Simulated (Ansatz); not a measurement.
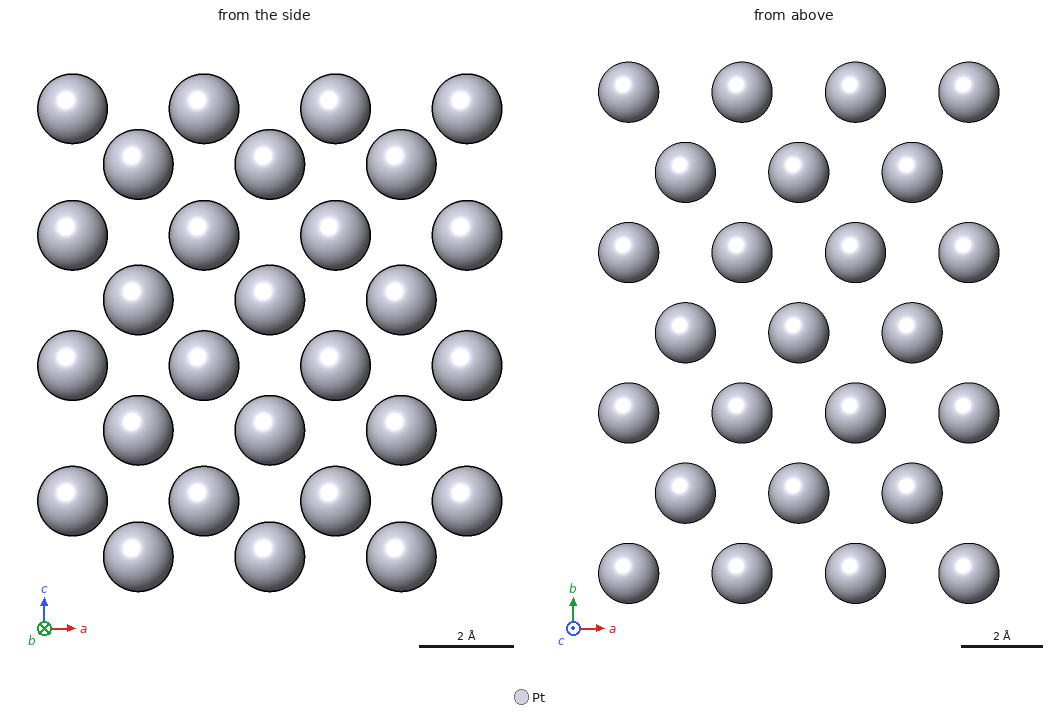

A spheres-only picture of a periodic slab, seen from the side and from above. The surface normal points up in side views; the vacuum is left out. 3×3 cells are drawn in the plane, with atoms at the edges repeated.

The cell holds 8 Pt. The slab was cut from bulk Pt (Fm-3m).

Question: What is the thickness of the slab?

Answer: About 10 Å from the lowest to the highest atom.

Question: What layers make up the slab, from top to bottom?

Answer: Eight planes: Pt / Pt / Pt / Pt / Pt / Pt / Pt / Pt.

Question: On which plane does the slab lie?

Answer: (1 1 0).

The calculation: DFT PBE, scalar-relativistic, plane waves, PAW in Ansatz 0.2.0, with a cutoff energy of 420 eV, k-point mesh 12×9×1, Gaussian smearing of 0.1 eV, no spin polarisation.

Question: What work functions does the calculation give?

Answer: 5.28 eV on both faces.

The cell started as the standard structure of this element; a slab was cut from it. The atoms were relaxed in a fixed cell with DFT PBE, scalar-relativistic, plane waves, PAW in Ansatz 0.2.0.
